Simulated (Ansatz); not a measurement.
ZrO2: pressure series

Take ZrO₂ (space group P4_2/nmc, No. 137) as the base.

```
ZrO2
1.0
    3.62082     0.00000     0.00000
    0.00000     3.62082     0.00000
    0.00000     0.00000     5.28425
Zr O
2 4
Direct
  0.00000   0.00000   0.00000
  0.50000   0.50000   0.50000
  0.00000   0.50000   0.19251
  0.00000   0.50000   0.69251
  0.50000   0.00000   0.30749
  0.50000   0.00000   0.80749
```

Cell and atoms are relaxed at each pressure.

Calculations: Ansatz (a first-principles code), PBE, PAW, cutoff 420 eV, without spin-orbit coupling, earlier PAW set.

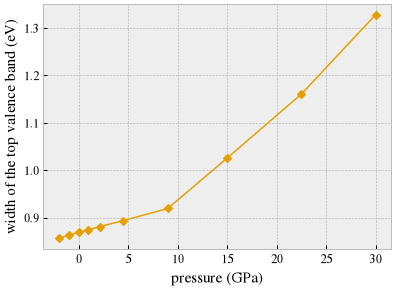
Figure. Width of the top valence band against pressure

### Question
From the plot, what is the width of the top valence band for pressure −2 GPa?

### Answer
About 0.86 eV.

### Question
Is the trend monotonic over the range shown?

### Answer
Yes, it rises throughout, spanning 0.86 eV to 1.33 eV.

The levels and masses belong to the bands next to the band gap. Load acts through the strain it causes; cell and atoms are relaxed under it. Stability against distortions was not tested. Competing high-pressure phases were not computed. This is not the structure that ZrO2 has at room temperature and ambient pressure.
